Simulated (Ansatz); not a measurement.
# CH$_{9}$B$_{3}$Si: what the fields show

The calculation's input:

```
crystal:
  periodic: [false, false, false]
  atoms:
    - { symbol: C, position_ang: [-1.8426, 1.5561, 1.5677] }
    - { symbol: B, position_ang: [-1.3386, 0.9816, 0.2024] }
    - { symbol: B, position_ang: [-0.89188, 2.03093, -0.9661] }
    - { symbol: B, position_ang: [-0.39116, 1.55301, -2.50301] }
    - { symbol: Si, position_ang: [0.16289, 2.77436, -3.83726] }
    - { symbol: H, position_ang: [-2.1649, 0.7989, 2.2528] }
    - { symbol: H, position_ang: [-1.0863, 2.2425, 2.0262] }
    - { symbol: H, position_ang: [-2.7512, 2.2327, 1.3355] }
    - { symbol: H, position_ang: [-1.28682, -0.14864, 0.02416] }
    - { symbol: H, position_ang: [-0.98542, 3.24051, -0.76277] }
    - { symbol: H, position_ang: [-0.27468, 0.36687, -2.63894] }
    - { symbol: H, position_ang: [0.58597, 2.07752, -5.02122] }
    - { symbol: H, position_ang: [-1.00728, 3.57945, -4.13063] }
    - { symbol: H, position_ang: [1.24538, 3.62507, -3.29077] }
basis:
  gaussian: { orbitals: "6-31G" }
hamiltonian:
  xc: b3lyp
relax:
  f_tol: 0.015
  max_steps: 40
output:
  orbitals: {}
```

Command:

```sh
ansatz run input.yaml --threads 1 --pin off --max-ram 2048MiB --backend cpu --events-out ev --progress --plain --runs-dir out
```

The fields are those of the relaxed geometry.

Theory: RKS B3LYP/6-31G in Ansatz 0.2.0.

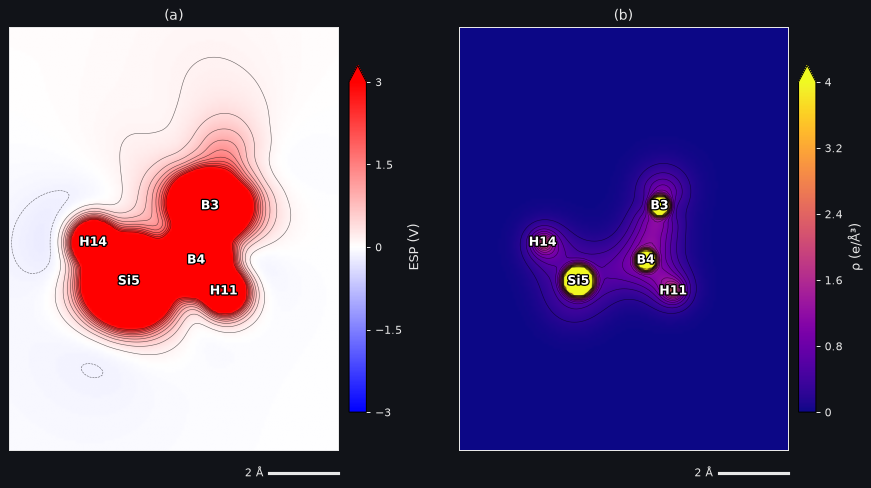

Figure 1. (a) electrostatic potential; (b) total electron density on the plane of atoms Si5, B4 and H11.

### Interpret the plot.

- The plane passes through B, Si and H nuclei.
- B–B (1.62 Å): the density is about 1.1 e/Å³ at the midpoint.
- Si–B (2.04 Å): the density is about 0.66 e/Å³ at the midpoint.
- B–H (1.20 Å): ρ at the midpoint is about 1.1 e/Å³.
- Si–H (1.51 Å): ρ at the midpoint is about 0.65 e/Å³.
- The potential has no marked negative region in this plane.

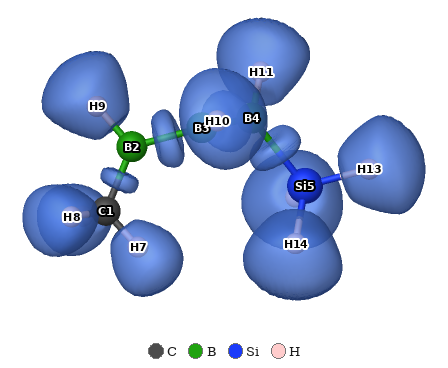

Figure 2. Isosurface of the electron localisation function at 0.85 (blue), seen at a tilt. Core shells and regions of very low density are left out.

### What do the ELF domains correspond to?

The surface consists of two regions between bonded B–B atoms (shared pairs), one region between bonded B–C atoms (shared pairs), one region between bonded B–Si atoms (shared pairs) and nine regions around hydrogen nuclei.


C–B (1.58 Å): the ELF peaks at about 0.95 between the atoms; a covalent bond. B–B (1.62 Å): the ELF peaks at about 1 between the atoms; a shared electron pair.

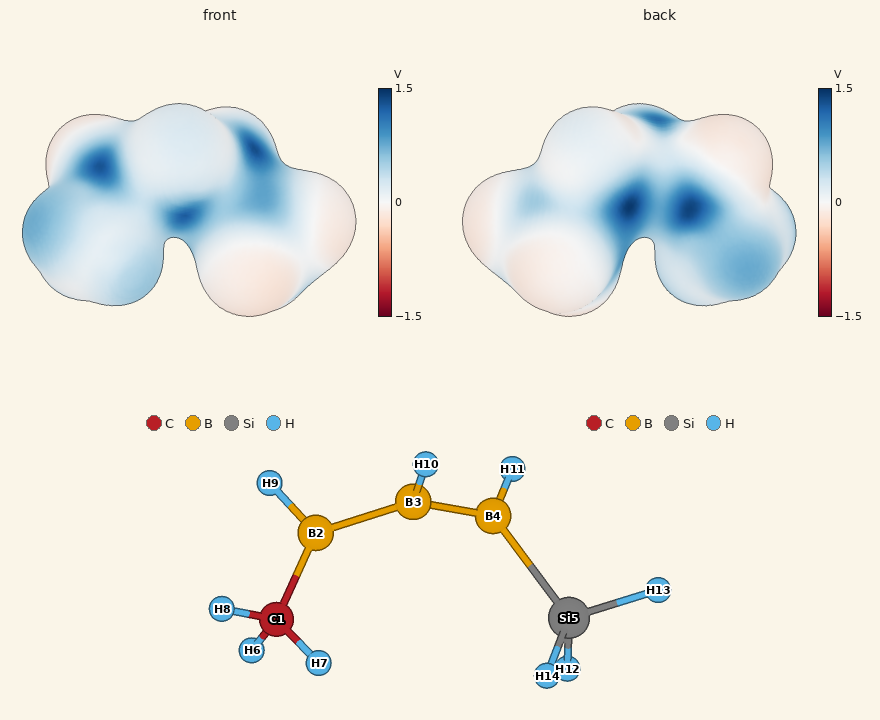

Figure 3. The molecular electrostatic potential painted on the density surface at 0.002 e/bohr³, seen from the front and from behind; red is negative and blue positive. The bare structure is drawn below in the same view.

### Describe the electrostatic potential map.

The most negative region (about −0.2 V) lies over H9, H13 and H14, the most positive (about +1.3 V) over B2 and B4.
